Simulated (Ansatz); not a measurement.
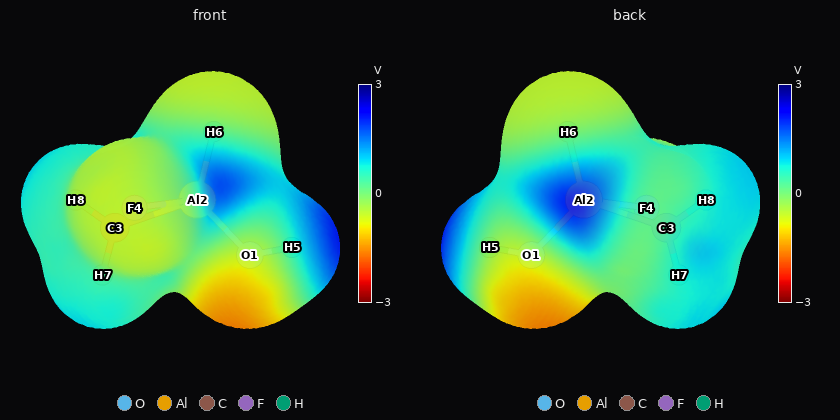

*CH4AlFO. The electrostatic potential painted on the density surface at 0.002 e/bohr³, seen from the front and from behind; red is negative and blue positive.*

Method: Ansatz 0.2.0, RKS BLYP-D4/def2-SVP.

Input file:

```
crystal:
  periodic: [false, false, false]
  atoms:
    - { symbol: O, position_ang: [-1.6268, 0.9738, -0.9332] }
    - { symbol: Al, position_ang: [-0.4085, 0.6733, 0.3322] }
    - { symbol: C, position_ang: [0.6224, -1.0057, 0.2404] }
    - { symbol: F, position_ang: [1.4267, -1.0454, -0.9409] }
    - { symbol: H, position_ang: [-1.1831, 1.4941, -1.6749] }
    - { symbol: H, position_ang: [-0.1441, 1.7459, 1.5026] }
    - { symbol: H, position_ang: [-0.0025, -1.8758, 0.3222] }
    - { symbol: H, position_ang: [1.408, -1.0173, 1.0959] }
basis:
  gaussian: { orbitals: def2-SVP }
hamiltonian:
  xc: blyp
  dispersion: d4
relax:
  f_tol: 0.015
  max_steps: 40
output:
  orbitals: {}
```

Command:

```sh
ansatz run input.yaml --threads 1 --pin off --max-ram 2048MiB --backend cpu --events-out ev --progress --plain --runs-dir out
```

The fields are those of the relaxed geometry.

Q: Which sites attract a positive test charge, and which a negative one?

A: A positive charge is drawn to the negative regions and a negative charge to the positive ones. The most negative region (about −1.6 V) lies over O1, the most positive (about +2.0 V) over Al2 and H5. O1 is the likeliest acceptor of a hydrogen bond.
